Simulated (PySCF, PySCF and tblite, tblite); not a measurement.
# C7H12O2: telling isomers apart by computed NMR, part 3 of 3

PySCF and tblite. Atoms count from 0. Earlier steps stand in the parts before.

## 9. Boltzmann average, isomer B: properties at LC-wPBE/6-31G*

Job settings and geometry (Å):

```
{"job": {"study": "conf", "smiles": "CO/C(C)=C(/C)C(C)=O", "search": {"seed": 683, "n_embed": 90, "ff_keep": 18, "window": 2.5, "nmax": 6, "temps": [250, 298.15, 350], "t_ref": 298.15, "order": 0.002}, "level": {"nmr": {"xc": "LC-wPBE", "basis": "6-31G*"}, "alter": {"geometry": "GFN1-xTB"}, "change": "LC-wPBE/6-31G*; GFN1-xTB geometries"}, "kind": "conf"}, "charge": 0, "multiplicity": 1}
C     -2.184599     1.319775     0.570052
O     -0.830170     0.917201     0.486567
C     -0.446472    -0.198142    -0.182975
C     -1.538282    -1.001683    -0.835408
C      0.861803    -0.536996    -0.240286
C      1.293177    -1.780017    -0.991457
C      1.976188     0.213540     0.382416
C      1.688880     1.470573     1.171221
O      3.122178    -0.170122     0.267678
H     -2.189404     2.244195     1.150548
H     -2.796559     0.570183     1.084454
H     -2.608455     1.516320    -0.421194
H     -2.268011    -1.320013    -0.089294
H     -1.142709    -1.885753    -1.327040
H     -2.056938    -0.395869    -1.580298
H      0.848359    -2.679010    -0.560219
H      1.015193    -1.723534    -2.045675
H      2.377042    -1.878475    -0.932877
H      2.631171     1.864414     1.549625
H      1.213308     2.216836     0.537351
H      1.025380     1.253522     2.006342
```

The log of the run:

```text
conformer  sym    E(xTB)   E(DFT)   G(298.15 K)  weight  dipole/D
    1     Cs      0.000    0.000    0.000   1.0000    5.742

mean shielding (ppm) by class
class atoms           250 K   298.15 K      350 K
  0 C  0            147.183    147.183    147.183
  1 O  1            241.059    241.059    241.059
  2 C  2             41.674     41.674     41.674
  3 C  3            183.795    183.795    183.795
  4 C  4             89.859     89.859     89.859
  5 C  5            186.831    186.831    186.831
  6 C  6             11.286     11.286     11.286
  7 C  7            165.597    165.597    165.597
  8 O  8            -237.39    -237.39    -237.39
  9 H  9,10,11       28.496     28.496     28.496
 10 H  12,13,14      30.386     30.386     30.386
 11 H  15,16,17      30.679     30.679     30.679
 12 H  18,19,20      30.151     30.151     30.151
```

Run time: 72 s. Hardware: 1 thread of Arm Neoverse N1, shared host. This counts the runs that the step sums up.

Against the first level, at 298 K (shieldings, ppm; largest changes first):

| atoms | PBE0/6-31G* | LC-wPBE/6-31G* | change |
| --- | --- | --- | --- |
| O1 | 220.2 | 241.1 | +20.9 |
| C5 | 182.3 | 186.8 | +4.6 |
| O8 | -241.7 | -237.4 | +4.3 |
| C3 | 179.7 | 183.8 | +4.1 |
| C4 | 86.0 | 89.9 | +3.9 |
| C0 | 143.6 | 147.2 | +3.6 |
| C7 | 162.4 | 165.6 | +3.2 |
| C2 | 39.7 | 41.7 | +1.9 |
| C6 | 13.1 | 11.3 | -1.8 |
| H12, H13, H14 | 30.27 | 30.39 | +0.11 |

Weights: from PBE0/6-31G* energies 1: 100 %; from LC-wPBE/6-31G* energies 1: 100 % (with a dispersion term where the level has one and the same thermal terms, so they don't follow from the SCF energies alone). Times: 45 s and 72 s.

## 10. Which isomer fits the signals?

Job settings and geometry (Å):

```
{"job": {"study": "set", "relation": "E/Z isomers", "members": [{"smiles": "[CH3:1][O:2]/[C:3]([CH3:4])=[C:5](\\[CH3:6])[C:7]([CH3:8])=[O:9]"}, {"smiles": "[CH3:1][O:2]/[C:3]([CH3:4])=[C:5](/[CH3:6])[C:7]([CH3:8])=[O:9]"}], "charge": 0, "search": {"seed": 683, "n_embed": 90, "ff_keep": 18, "window": 2.5, "nmax": 6, "temps": [250, 298.15, 350], "t_ref": 298.15, "order": 0.002}, "level": {"nmr": {"xc": "PBE0", "basis": "6-31G*"}}, "dp4": {"C": [1.5, 10], "H": [0.15, 10]}, "second_levels": [{"nmr": {"xc": "LC-wPBE", "basis": "6-31G*"}, "wide": true, "alter": {"geometry": "GFN1-xTB"}, "change": "LC-wPBE/6-31G*; GFN1-xTB geometries"}], "kind": "set"}, "charge": 0, "multiplicity": 1}
C      2.847934    -0.086367     1.165633
O      1.693454     0.464147     0.579496
C      0.609017    -0.319702     0.331192
C      0.690730    -1.762377     0.700284
C     -0.465709     0.289022    -0.241541
C     -0.385908     1.760699    -0.561166
C     -1.705171    -0.413876    -0.573128
C     -2.778539     0.416953    -1.243746
O     -1.923442    -1.594372    -0.349767
H      3.297417    -0.858933     0.535195
H      3.546425     0.743867     1.263758
H      2.645265    -0.502640     2.156395
H      0.850322    -1.869467     1.773242
H      1.523442    -2.239380     0.183514
H     -0.231722    -2.263311     0.429092
H     -0.500815     1.933787    -1.629781
H      0.577092     2.153813    -0.253782
H     -1.164692     2.315709    -0.041147
H     -3.635949    -0.220142    -1.446003
H     -2.412073     0.832838    -2.178734
H     -3.085998     1.236674    -0.599478
```

The log of the run:

```text
isomer  G rel   conformers  SMILES
A     0.000      1   CO/C(C)=C(\C)C(C)=O
B     2.463      1   CO/C(C)=C(/C)C(C)=O

signals of isomer B at the second level: probabilities [0.0, 1.0]
```

Run time: 2.8 min. Hardware: 1 thread of Arm Neoverse N1, shared host; peak memory 0.85 GiB. This counts the whole study up to here.

The 2 candidates (E/Z isomers), with energies and dipoles from their ensembles above, at 298 K; shieldings at PBE0/6-31G*:

| isomer | SMILES | conformers | ΔE | ΔG | μ rms (D) |
| --- | --- | --- | --- | --- | --- |
| A | CO/C(C)=C(\C)C(C)=O | 1 | 0.00 | 0.00 | 3.20 |
| B | CO/C(C)=C(/C)C(C)=O | 1 | 2.25 | 2.46 | 5.76 |

Energies in kcal/mol.

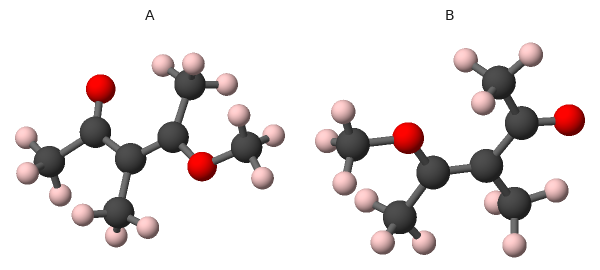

The leading conformer of each candidate.

The signals of isomer B, computed at a second level (LC-wPBE/6-31G* on GFN1-xTB geometries), stand in for a spectrum. The test takes 7 C values, 4 H values (hydrogens on carbon alone). Each candidate's shieldings are matched to them by assigned atoms (like hydrogens of one group may swap) by a straight-line fit, or by a shift alone where signals are few or close (slope 1; a small slope inflates the errors), and the errors are weighed by Student-t tails (C: width 1.5 ppm, H: width 0.15 ppm).

| candidate | C slope | C mean error | C largest | H slope | H mean error | H largest | P(C) | P(H) | P(all) |
| --- | --- | --- | --- | --- | --- | --- | --- | --- | --- |
| A | 1.01 | 2.1 | 3.4 | 0.85 | 0.29 | 0.56 | 0.1 | 0.0 | 0.0 |
| B | 0.97 | 0.9 | 1.9 | 0.98 | 0.03 | 0.06 | 99.9 | 100.0 | 100.0 |

Errors in ppm, probabilities in per cent.

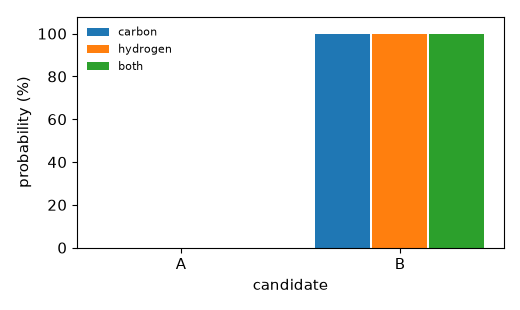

Probabilities for the signals of isomer B.

## 11. What came out

What follows sums up all 3 parts.

| quantity | value |
| --- | --- |
| conformers, isomer A | 1; the first in weight is no. 1 (Cs), 100 % at 298 K |
| root-mean-square dipole, isomer A | 3.20 D |
| averaged ¹³C shifts, isomer A (PBE0/6-31G*) | 187.6, 161.8, 107.3, 52.0, 30.6, 14.8, 13.2 ppm |
| averaged ¹H shifts, isomer A (PBE0/6-31G*) | 3.88, 2.72, 2.09, 1.85 ppm |
| conformers, isomer B | 1; the first in weight is no. 1 (Cs), 100 % at 298 K |
| root-mean-square dipole, isomer B | 5.76 D |
| averaged ¹³C shifts, isomer B (PBE0/6-31G*) | 183.3, 156.7, 110.4, 52.8, 34.0, 16.7, 14.1 ppm |
| averaged ¹H shifts, isomer B (PBE0/6-31G*) | 3.96, 2.26, 2.14, 1.81 ppm |
| lowest in free energy | isomer A |
| signals of B (LC-wPBE/6-31G* on GFN1-xTB geometries) | best fit B, 100 % |

**Reading.** The search found one conformer for isomer A in the window, so the averages are its own values. The search found one conformer for isomer B in the window, so the averages are its own values. Going from PBE0/6-31G* to LC-wPBE/6-31G* moves O1 of isomer B most, by 20.9 ppm of raw shielding (the geometries differ too). The test names the right isomer, B, with 100 %. The stand-in spectrum is computed, so it shares conformers and some errors with the candidates; a measured one would test harder.
